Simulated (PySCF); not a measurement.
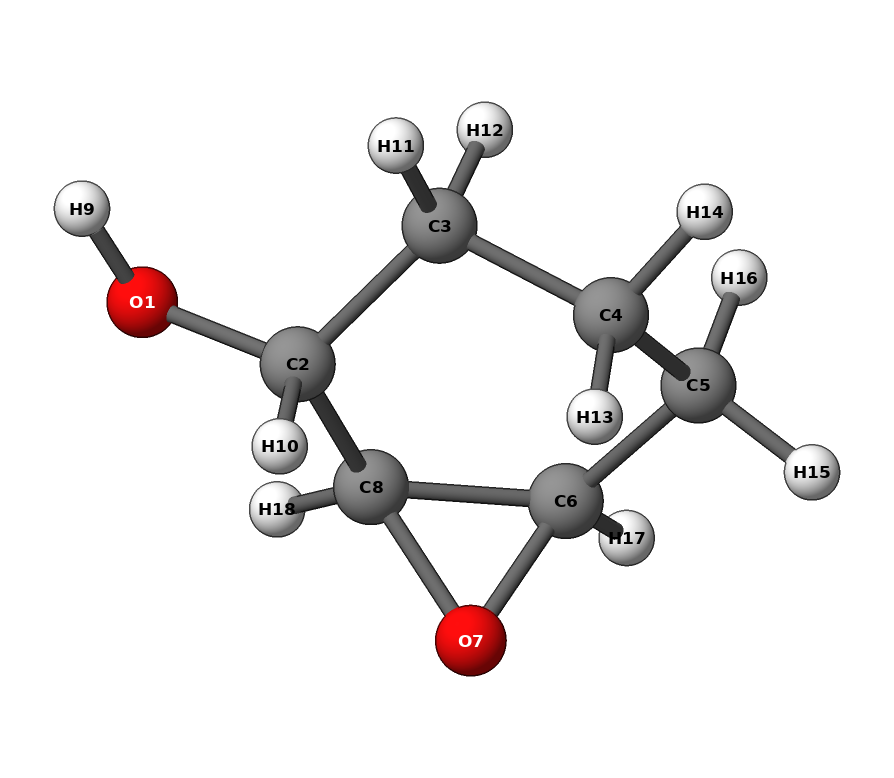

The questions are on isotropic NMR shieldings of the O atoms. Geometry: a frame of a GFN2-xTB molecular-dynamics simulation, not a minimum. Level of theory: GIAO PBE0/pcSseg-1 NMR shielding, non-relativistic, gas phase (PySCF 2.14.0).

Give the isotropic NMR shieldings of the O atoms atom by atom.

```
atom  σ (ppm)
  O1    267.9
  O7    302.1
```
